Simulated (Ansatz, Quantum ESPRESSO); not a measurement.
# MgZrO3 (Pm-3m): zone-centre phonons, part 3 of 3

Aim: the zone-centre modes of MgZrO3 (Pm-3m).

Quantum ESPRESSO 7.5; DFT LDA, scalar-relativistic, plane waves, GBRV ultrasoft pseudopotentials.

So far, highest optical zone-centre mode (no LO-TO term) (cm⁻¹): step 7 (zone-centre analysis) 668. The relaxed cell has a = 4.044 Å (conventional setting).

The structure was built from a prototype and need not be the compound's stable phase.

### 9. Sum rules set otherwise (asr no)

Without the rule the raw error of the acoustic modes shows.

Contents of dynmat.in:

```
&input
   fildyn = 'g.dyn'
   asr = 'no'
   fileig = 'dynmat.eig'
   lperm = .true.
/
```

Command:

```bash
> dynmat.x -in dynmat.in > dynmat.out
```

Log:

```text
[banner, memory and clock lines left out]
Program DYNMAT v.7.5

     Reading Dynamical Matrix from file g.dyn
     ...Force constants read
     ...epsilon and Z* read
     A direction for q was not specified:TO-LO splitting will be absent

     Polarizability (A^3 units)
     multiply by 0.409349 for Clausius-Mossotti correction
        22.779432    0.000000    0.000000
         0.000000   22.779432    0.000000
         0.000000    0.000000   22.779432

     IR activities are in (D/A)^2/amu units

# mode   [cm-1]    [THz]      IR
    1   -268.57   -8.0517   22.5136
    2   -268.57   -8.0517   22.5136
    3   -268.57   -8.0517   22.5136
    4   -234.88   -7.0416    0.0000
    5   -234.88   -7.0416    0.0000
    6   -234.88   -7.0416    0.0000
    7     -8.72   -0.2615    0.0002
    8     -8.72   -0.2615    0.0002
    9     -8.72   -0.2615    0.0002
   10    179.51    5.3817    4.1369
   11    179.51    5.3817    4.1369
   12    179.51    5.3817    4.1369
   13    667.78   20.0194   33.0570
   14    667.78   20.0194   33.0570
   15    667.78   20.0194   33.0570

Electronic dielectric permittivity tensor (relative, adimensional)
         5.328718    0.000000    0.000000
         0.000000    5.328718    0.000000
         0.000000    0.000000    5.328718

 ... with zone-center polar mode contributions
        11.860055    0.000000   -0.000000
         0.000000   11.860055   -0.000000
        -0.000000   -0.000000   11.860055

[end of the log left out, with the tail of the file of modes that dynmat.x writes under the same name]
```

The job ended after 0.47 s (1 thread of Arm Neoverse V2, shared host).

Numbers from this step:

```
highest optical zone-centre mode (no LO-TO term) : 667.8 cm⁻¹
lowest optical zone-centre mode                  : -268.6 cm⁻¹
```

Zone-centre frequencies as printed; negative means imaginary. Modes:

```csv
mode,frequency (cm⁻¹)
1,-268.6
2,-268.6
3,-268.6
4,-234.9
5,-234.9
6,-234.9
7,-8.72
8,-8.72
9,-8.72
10,179.5
11,179.5
12,179.5
13,667.8
14,667.8
15,667.8
```

Against the first rule no mode moves by more than 8.8 cm⁻¹.

### 10. The LO-TO splitting (1 0 0)

A longitudinal polar mode sets up a macroscopic field that stiffens it; the term hangs on the direction from which q goes to zero.

Contents of dynmat.in:

```
&input
   fildyn = 'g.dyn'
   asr = 'simple'
   fileig = 'dynmat.eig'
   q(1) = 1.0
   q(2) = 0.0
   q(3) = 0.0
/
```

Command:

```bash
> dynmat.x -in dynmat.in > dynmat.out
```

Log:

```text
[banner, memory and clock lines left out]
Program DYNMAT v.7.5

     Reading Dynamical Matrix from file g.dyn
     ...Force constants read
     ...epsilon and Z* read

     Polarizability (A^3 units)
     multiply by 0.409349 for Clausius-Mossotti correction
        22.779432    0.000000    0.000000
         0.000000   22.779432    0.000000
         0.000000    0.000000   22.779432

     IR activities are in (D/A)^2/amu units

# mode   [cm-1]    [THz]      IR
    1   -268.31   -8.0436   22.4857
    2   -268.31   -8.0436   22.4857
    3   -234.53   -7.0312    0.0000
    4   -234.53   -7.0312    0.0000
    5   -234.53   -7.0312    0.0000
    6    -81.18   -2.4337    3.3561
    7     -0.00   -0.0000    0.0000
    8     -0.00   -0.0000    0.0000
    9      0.00    0.0000    0.0000
   10    179.80    5.3902    4.1122
   11    179.80    5.3902    4.1122
   12    271.40    8.1364    7.3670
   13    667.85   20.0216   33.0145
   14    667.85   20.0216   33.0145
   15    836.72   25.0842   48.8894

[end of the log left out, with the tail of the file of modes that dynmat.x writes under the same name]
```

Wall time 0.47 s (1 thread).

Numbers from this step:

```
highest mode moved by the LO-TO term : 836.7 cm⁻¹
```

Zone-centre frequencies as printed; negative means imaginary. Modes:

```csv
mode,frequency (cm⁻¹)
1,-268.3
2,-268.3
3,-234.5
4,-234.5
5,-234.5
6,-81.18
7,0
8,0
9,0
10,179.8
11,179.8
12,271.4
13,667.9
14,667.9
15,836.7
```

The field moves 3 modes; the highest of them now lies at 837 cm⁻¹, where the highest that moved away lay at 668.

### 11. Cross-check with Ansatz

The same cell goes through another code, with its own cutoff. The potentials differ. Its k mesh is centred on Γ.

This step: DFT LDA, scalar-relativistic, plane waves, PseudoDojo norm-conserving pseudopotentials (Ansatz 0.2.0).

Contents of input.yaml:

```yaml
crystal:
  lattice:
    - [4.0438758934, 0.0, 0.0]
    - [0.0, 4.0438758934, 0.0]
    - [0.0, 0.0, 4.0438758934]
  atoms:
    - { symbol: Mg, position: [0.0, 0.0, 0.0] }
    - { symbol: Zr, position: [0.5, 0.5, 0.5] }
    - { symbol: O, position: [0.0, 0.5, 0.5] }
    - { symbol: O, position: [0.5, 0.0, 0.5] }
    - { symbol: O, position: [0.5, 0.5, 0.0] }
kpoints:
  mp_grid: { grid: [6, 6, 6] }
hamiltonian:
  xc: lda
  pseudopotentials: { kind: nc, accuracy: standard }
scf:
  occupations: { method: fixed }
output:
  eigenvalues: true
phonons:
  method: dfpt
  dielectric: true
  rigid_motions: translations
  raman: true
```

Command:

```bash
> ansatz run input.yaml --threads 4 --pin off --max-ram 8192MiB --backend cpu --events-out ev --progress --plain --runs-dir out
```

Log:

```text
Engine: ansatz 0.2.0, aarch64-unknown-linux-gnu
Pseudopotentials: kind: nc
Pseudopotential: Mg, nc, valence charge 10, recommended cutoff 1142.878222 eV (normal), Mg.nc.azcp (PseudoDojo's, or run here from an input of PseudoDojo's; its table is named by hamiltonian.pseudopotentials.accuracy)
Pseudopotential: Zr, nc, valence charge 12, recommended cutoff 952.398519 eV (normal), Zr.nc.azcp (PseudoDojo's, or run here from an input of PseudoDojo's; its table is named by hamiltonian.pseudopotentials.accuracy)
Pseudopotential: O, nc, valence charge 6, recommended cutoff 1142.878222 eV (normal), O.nc.azcp (PseudoDojo's, or run here from an input of PseudoDojo's; its table is named by hamiltonian.pseudopotentials.accuracy)
Functional definition: SPW92
  exchange = slater_x
  correlation = pw_c
Crystal: 5 atoms, lattice volume = 66.129 Å³
Basis set: ecut = 1142.878222 eV, 5743 PW (Γ), exchange–correlation on 90×90×90 points (8 copies of the dense FFT grid, shifted against one another)
Bands: 25, of which v1, the nominal top of the filled ones, is band 20 counted from 1 (19 counted from 0)
Symmetry: 48 space group operations
k-points: 80 of 216 (irreducible under 2 space group operations, time reversal used)
Non-local potential: Mg, projectors of the file, l = 0: 2, l = 1: 2
Non-local potential: Zr, projectors of the file, l = 0: 2, l = 1: 2, l = 2: 2
Non-local potential: O, projectors of the file, l = 0: 2, l = 1: 2, l = 2: 1
Initial density: superposition of atomic densities (chi_scale 0.1, normalization cell, long waves kept (reshape's long-wave potential 0.00 eV rms))
Initial wavefunctions: pseudopotential atomic-orbital guess
Functional: x = slater, c = lda
SCF iter   1: F=—  HF=-4347.535257 eV  |F-HF|=—  |Δ(HF+E_count)|=         —  Δρ=6.95e-2  dr2=3.56e0  ethr=3.10e-3  ⟨swp⟩=5.3  Hψ=8235  notcnv=0  defer=188
preconditioner: auto → Resta (q_TF=auto, 2.509 Å⁻¹)  ε∞=5.0  [insulator: Δε(μ)=1.939 eV  Ē_g=11.198 eV  n_scr=18 (ndim 8)  ℏωp=22.4 eV  f_vac=0.000  ε∞_Penn≈5.0]
SCF iter   2: F=—  HF=-4346.506203 eV  |F-HF|=—  |Δ(HF+E_count)|=    1.03e0  Δρ=3.74e-2  dr2=1.10e0  ethr=3.10e-3  ⟨swp⟩=2.8  Hψ=4352  notcnv=0  defer=210
SCF iter   3: F=—  HF=-4346.125961 eV  |F-HF|=—  |Δ(HF+E_count)|=   3.80e-1  Δρ=1.26e-2  dr2=1.21e-1  ethr=2.74e-3  ⟨swp⟩=3.5  Hψ=4309  notcnv=0  defer=206
SCF iter   4: F=—  HF=-4346.098175 eV  |F-HF|=—  |Δ(HF+E_count)|=   2.78e-2  Δρ=3.90e-3  dr2=7.80e-3  ethr=3.01e-4  ⟨swp⟩=2.1  Hψ=3249  notcnv=0  defer=227
SCF iter   5: F=—  HF=-4346.096117 eV  |F-HF|=—  |Δ(HF+E_count)|=   2.06e-3  Δρ=7.12e-4  dr2=5.73e-4  ethr=1.95e-5  ⟨swp⟩=2.8  Hψ=3016  notcnv=0  defer=230
SCF iter   6: F=—  HF=-4346.095904 eV  |F-HF|=—  |Δ(HF+E_count)|=   2.13e-4  Δρ=2.59e-4  dr2=2.35e-5  ethr=1.43e-6  ⟨swp⟩=2.0  Hψ=3441  notcnv=0  defer=223
SCF iter   7: F=—  HF=-4346.095884 eV  |F-HF|=—  |Δ(HF+E_count)|=   2.03e-5  Δρ=3.78e-5  dr2=7.39e-7  ethr=5.88e-8  ⟨swp⟩=2.4  Hψ=3289  notcnv=0  defer=182
SCF iter   8: F=—  HF=-4346.095821 eV  |F-HF|=—  |Δ(HF+E_count)|=   6.35e-5  Δρ=5.12e-6  dr2=1.64e-8  ethr=1.85e-9  ⟨swp⟩=2.2  Hψ=2848  notcnv=0  defer=87
SCF iter   9: F=—  HF=-4346.095821 eV  |F-HF|=—  |Δ(HF+E_count)|=   2.63e-9  Δρ=1.00e-6  dr2=6.40e-10  ethr=4.09e-11  ⟨swp⟩=2.2  Hψ=3037  notcnv=0  defer=87
SCF iter  10: F=-4346.095821 eV  HF=-4346.095821 eV  |F-HF|=5.46e-12  |Δ(HF+E_count)|=  3.27e-10  Δρ=2.11e-7  dr2=1.45e-11  ethr=1.00e-12  ⟨swp⟩=14.5  Hψ=14458  notcnv=0
SCF 1 converged in 10 iterations: F = -4346.095821 eV  dr2 = 1.45e-11
DFPT response loops at Γ: preconditioner auto → Resta (q_TF=auto, 2.509 Å⁻¹)  ε∞=8.8 (no band partly filled); β = 1.00, the filter's whole step (`scf.mixing.beta` (0.50) is not read by the response loops at its default; to damp them type it under 1.00, their step now; it binds the ground state too); Broyden in place of MSR1
── the response to a field inside a basis, on 10×10×10 k-points: an SCF that follows is theirs, and a resumed run solves both again ──
Bands: 21, of which v1, the nominal top of the filled ones, is band 20 counted from 1 (19 counted from 0)
k-points: 35
Initial density: handed on by an earlier stage of this run
Initial wavefunctions: pseudopotential atomic-orbital guess (no wavefunctions were taken with the density)
Eigensolver: Dense (35 Hₖ)
SCF iter   1: F=—  HF=-4346.086825 eV  |F-HF|=—  |Δ(HF+E_count)|=         —  Δρ=1.54e-4  dr2=2.16e-6  ethr=1.00e-1
preconditioner: auto → Resta (q_TF=auto, 2.509 Å⁻¹)  ε∞=4.9  [insulator: Δε(μ)=0.931 eV  Ē_g=12.617 eV  n_scr=18 (ndim 8)  ℏωp=25.0 eV  f_vac=0.000  ε∞_Penn≈4.9]
SCF iter   2: F=—  HF=-4346.086826 eV  |F-HF|=—  |Δ(HF+E_count)|=   7.62e-7  Δρ=7.91e-5  dr2=5.24e-7  ethr=5.41e-9
SCF iter   3: F=—  HF=-4346.086826 eV  |F-HF|=—  |Δ(HF+E_count)|=   3.21e-7  Δρ=1.81e-5  dr2=1.39e-7  ethr=1.31e-9
SCF iter   4: F=—  HF=-4346.086826 eV  |F-HF|=—  |Δ(HF+E_count)|=   2.23e-8  Δρ=4.19e-6  dr2=5.96e-9  ethr=3.47e-10
SCF iter   5: F=-4346.086826 eV  HF=-4346.086826 eV  |F-HF|=4.55e-12  |Δ(HF+E_count)|=   1.22e-9  Δρ=3.80e-7  dr2=5.14e-11  ethr=1.49e-11
SCF 1 converged in 5 iterations: F = -4346.086826 eV  dr2 = 5.14e-11
DFPT response loops at Γ: preconditioner auto → Resta (q_TF=auto, 2.509 Å⁻¹)  ε∞=8.0 (no band partly filled); β = 1.00, the filter's whole step (`scf.mixing.beta` (0.50) is not read by the response loops at its default; to damp them type it under 1.00, their step now; it binds the ground state too); Broyden in place of MSR1
DFPT response loops at Γ: mixed as the last ones told, above
WARN: field response: ε∞ stands inside a basis, on 10×10×10 points; the force constants stand on the 6×6×6 k-mesh, whose period is 11.55 times the interband length at k = (0.0000, 0.0000, 0.0000), direct gap 1.038 eV, under 14: take them and everything formed from them as unconverged, and compare with a denser kpoints.mp_grid
SCF converged after 10 iterations
Free energy (F): -4346.095821 eV
Harris-Foulkes:  -4346.095821 eV  (|F-HF|=5.46e-12)
Internal energy: -4346.095821 eV  (E = F + TS)
E sigma→0 (E₀):  -4346.095821 eV
Fermi energy:    7.317488 eV
--- Per-component energies (eV) ---
  E_band       = -492.591269
  E_kinetic    = 2213.330539
  E_local      = -3507.460985  (includes V_loc(G=0)·N_el)
  E_nonlocal   = -566.122225
  E_hartree    = 1125.412691
  E_xc         = -819.247493
  E_vxc        = -883.164044  (∫ρ·V_xc dr)
  E_ewald      = -2792.008347
  E_smearing   = -0.000000  (= −TS)
  E_closure    = -0.000000  (closes the sum)
  Σ components = -4346.095821   (vs F -4346.095821, Δ=0.00e0)
--- Band table (eV; the first three rows and the last of 80) ---
  k-point 0: bands = [... 16 lower, 6.2552, 7.0564, 7.0564, 7.0564, 8.0944, 11.1451, 11.1451, 11.1451, ... 1 higher]
  k-point 1: bands = [... 16 lower, 6.0344, 6.1354, 7.0143, 7.0143, 8.8124, 11.1896, 11.7594, 11.7594, ... 1 higher]
  k-point 2: bands = [... 16 lower, 5.7288, 5.9105, 6.9852, 6.9852, 10.1317, 11.2820, 12.9158, 12.9158, ... 1 higher]
  k-point 79: bands = [... 16 lower, 3.7797, 7.3175, 7.3175, 7.3175, 9.5091, 15.2010, 15.2010, 15.2010, ... 1 higher]
--- Phonons (Γ-DFPT): 4 representative perturbations + reference, on 80 of 216 k-points (Σ response iterations 13) ---
  k mesh reduced under 2 symmetry operations, with k and −k counted as one. Each operation leaves every solved perturbation unchanged. A smaller set is not considered because the run solves the response to a homogeneous field
  ASR residual: 3.529e-4 → 0.000e0 eV/Å²; symmetrization residual: 9.215e-6 eV/Å²
  ASR residual per site (eV/Å²): 3.16e-4 3.53e-4 1.11e-4 1.11e-4 1.11e-4
  Γ frequencies (cm⁻¹): -268.50 -268.50 -268.50 -233.79 -233.79 -233.79 0.00 0.00 0.00 180.81 180.81 180.81 664.78 664.78 664.78
  ε∞ (high-frequency dielectric tensor):
        5.166505     0.000000     0.000000
        0.000000     5.166505     0.000000
        0.000000     0.000000     5.166505
  softest optical mode at Γ: -268.50 cm⁻¹; the repairs (sum rule, projections) moved no ω² at Γ by more than (2.43 cm⁻¹)²
  Born effective charges Z* (e; rows j = field, columns β = displacement):
    site 0:
         2.68565    0.00000    0.00000
        -0.00000    2.68565    0.00000
        -0.00000    0.00000    2.68565
    site 1:
         5.82574   -0.00000    0.00000
        -0.00000    5.82574    0.00000
         0.00000    0.00000    5.82574
    site 2:
        -4.93803   -0.00000    0.00000
        -0.00000   -1.78668    0.00000
         0.00000    0.00000   -1.78668
    site 3:
        -1.78668    0.00000    0.00000
         0.00000   -4.93803    0.00000
         0.00000    0.00000   -1.78668
    site 4:
        -1.78668    0.00000   -0.00000
        -0.00000   -1.78668    0.00000
         0.00000    0.00000   -4.93803
  Z* charge neutrality: 1.274e-3 e pre-enforcement
  solved inside a basis spanned on kpoints, on 10×10×10 k-points transformed towards the longest dipole: ε∞ is read to err by 2.1e-2, Z* by 5.8e-2 e (field_mesh: kpoints solves on kpoints); Z* is corrected for what the basis lacks
  Raman tensors (in the event stream and the table raman_tensors.tsv): an entry may err by 3.2e-3 Å², one of the second-order susceptibility by 2.4e-19 pm/V (basis, points and sum rule); their sum over the sites missed zero by 1.426e-20 Å² ahead of its enforcement
  optical modes at Γ without the LO–TO term, one row a degenerate level:
      ω (cm⁻¹)  modes    IR ((D/Å)²/amu)  static Raman (Å⁴/amu)  depolarisation
       -268.50      3            67.4507                 0.0000               —
       -233.79      3             0.0000                 0.0000               —
        180.81      3            12.6415                 0.0000               —
        664.78      3            99.3038                 0.0000               —
  optical modes at Γ + LO–TO along q̂ = [1.0000, 0.0000, 0.0000]:
      ω (cm⁻¹)  modes    IR ((D/Å)²/amu)  static Raman (Å⁴/amu)  depolarisation
       -268.50      2            44.9672                 0.0000               —
       -233.79      3             0.0000                 0.0000               —
        -79.66      1             3.1559                 0.0000               —
        180.81      2             8.4277                 0.0000               —
        274.90      1             7.1880                 0.0000               —
        664.78      2            66.2025                 0.0000               —
        840.60      1            49.4548                 0.0000               —
  optical modes at Γ + LO–TO along q̂ = [0.0000, 1.0000, 0.0000]:
      ω (cm⁻¹)  modes    IR ((D/Å)²/amu)  static Raman (Å⁴/amu)  depolarisation
       -268.50      2            44.9672                 0.0000               —
       -233.79      3             0.0000                 0.0000               —
        -79.66      1             3.1559                 0.0000               —
        180.81      2             8.4277                 0.0000               —
        274.90      1             7.1880                 0.0000               —
        664.78      2            66.2025                 0.0000               —
        840.60      1            49.4548                 0.0000               —
  optical modes at Γ + LO–TO along q̂ = [0.0000, 0.0000, 1.0000]:
      ω (cm⁻¹)  modes    IR ((D/Å)²/amu)  static Raman (Å⁴/amu)  depolarisation
       -268.50      2            44.9672                 0.0000               —
       -233.79      3             0.0000                 0.0000               —
        -79.66      1             3.1559                 0.0000               —
        180.81      2             8.4277                 0.0000               —
        274.90      1             7.1880                 0.0000               —
        664.78      2            66.2025                 0.0000               —
        840.60      1            49.4548                 0.0000               —
```

Run time: 3.9 min. Hardware: 4 threads; peak memory 2.1 GiB; 15 min of CPU time.

This step gave:

```yaml
gap_on_the_k_mesh: 0.7769 eV
sum_rule_residual_before_enforcement: 3.53e-4 eV/Å²
miss_of_the_charge_sum_rule: 0.001274 e
estimated_error_of_the_dielectric_tensor: 0.02079
estimated_error_of_the_born_charges: 0.05766 e
highest_optical_zone_centre_mode_no_lo_to_term: 664.8 cm⁻¹
lowest_optical_zone_centre_mode: -268.5 cm⁻¹
mean_high_frequency_dielectric_constant: 5.167
largest_born_charge_in_size_third_of_the_trace: 5.826 e
highest_mode_moved_by_the_lo_to_term: 840.6 cm⁻¹
```

Transverse modes; imaginary modes left out. Lines of the infrared spectrum (strongest = 100):

```csv
position (cm⁻¹),label,"IR intensity ((D/Å)²/amu), degenerate modes summed, relative"
181,T1u,13
665,T1u,100
```

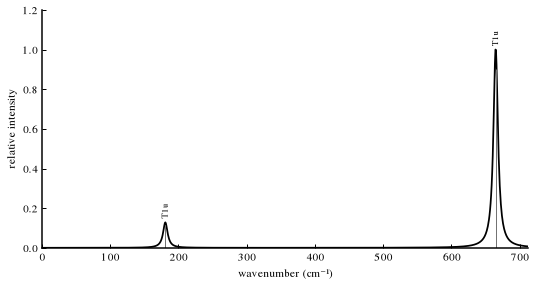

The infrared spectrum, broadened with Lorentzians of width 8 cm⁻¹; bars mark the lines.

The log warns that the force constants on this k mesh are to be taken as unconverged.

### 12. The two compared: QE GBRV and Ansatz, PseudoDojo

Worked out from the results:

```
root-mean-square difference : 1.66 cm⁻¹
largest difference          : 3.07 cm⁻¹
```

The 12 of 12 modes that differ most. Frequencies side by side:

```csv
q (reciprocal lattice),mode,QE GBRV (cm⁻¹),"Ansatz, PseudoDojo (cm⁻¹)"
0 0 0,1,-268.3,-268.5
0 0 0,2,-268.3,-268.5
0 0 0,3,-268.3,-268.5
0 0 0,4,-234.5,-233.8
0 0 0,5,-234.5,-233.8
0 0 0,6,-234.5,-233.8
0 0 0,10,179.8,180.8
0 0 0,11,179.8,180.8
0 0 0,12,179.8,180.8
0 0 0,13,667.9,664.8
0 0 0,14,667.9,664.8
0 0 0,15,667.9,664.8
```

The two runs side by side. Further quantities:

```csv
quantity,QE GBRV,"Ansatz, PseudoDojo"
mean ε∞,5.329,5.167
"largest Born charge in size (e; the first before, the second after the charge sum rule)",5.798,5.826
summed IR intensity ((D/Å)²/amu),178.8,179.4
```

At the zone centre the largest difference (acoustic modes at Γ apart) is 0.5 % of the highest mode; ε∞ differs by 3.1 %.

### 13. Outcome

* space group after relaxation: Pm-3m
* volume per atom: 13.2 Å³
* gap on the k-mesh: 0.759 eV
* highest optical zone-centre mode (no LO-TO term): 667.9 cm⁻¹
* lowest optical zone-centre mode: -268.3 cm⁻¹
* highest mode moved by the LO-TO term (probably not converged in the k mesh): 836.7 cm⁻¹
* mean high-frequency dielectric constant (probably not converged in the k mesh): 5.33
* largest Born charge in size (third of the trace) (probably not converged in the k mesh): 5.80 e
* imaginary optical modes at the zone centre (no q mesh in this session): yes
* largest difference from Ansatz, PseudoDojo: 3.07 cm⁻¹

In words: At the LDA level the optical modes of MgZrO3 (Pm-3m) at the zone centre (no LO-TO term) run from 268i to 668 cm⁻¹, so the structure is a saddle point, with 6 modes beyond 10i cm⁻¹ there. The relaxation gained more than 0.3 eV an atom, so the start was far from this structure and its bonding may have changed. Along the directions run, the highest mode that the macroscopic field moves lies at 837 cm⁻¹. ε∞, the Born charges and what follows from them are probably not converged in the k mesh. Of the 12 optical modes, 9 are infrared active alone and 3 are silent. QE GBRV and Ansatz, PseudoDojo differ by 1.7 cm⁻¹ in the root mean square and by 3.1 cm⁻¹ at most, 0.5 % of the highest mode compared (acoustic modes at Γ left out); the two use different potentials, and the cell was not relaxed for the second set. The highest LO mode, which hangs on the field response, is 837 against 841 cm⁻¹. These are harmonic frequencies at zero temperature: anharmonic shifts and linewidths and thermal expansion are left out. The LDA runs differ in the fit of the correlation energy, Perdew-Zunger in some and Perdew-Wang in others. Ansatz's log warns that force constants on this k mesh are to be taken as unconverged, an error that the frequencies of both programs share. The structure is a hypothetical one, built on a prototype.

[Host names and launcher messages were left out of these logs when they were recorded.]

[Logs are printed without paths, hosts, clocks, repeated set-up lines and the standing remarks that a program may print on its own settings, such as how far it seeks lower states.]

[Hosts, paths, dates, database ids (printed as entryN), source tags and the programs' standing remarks are cut or masked in the printed files.]
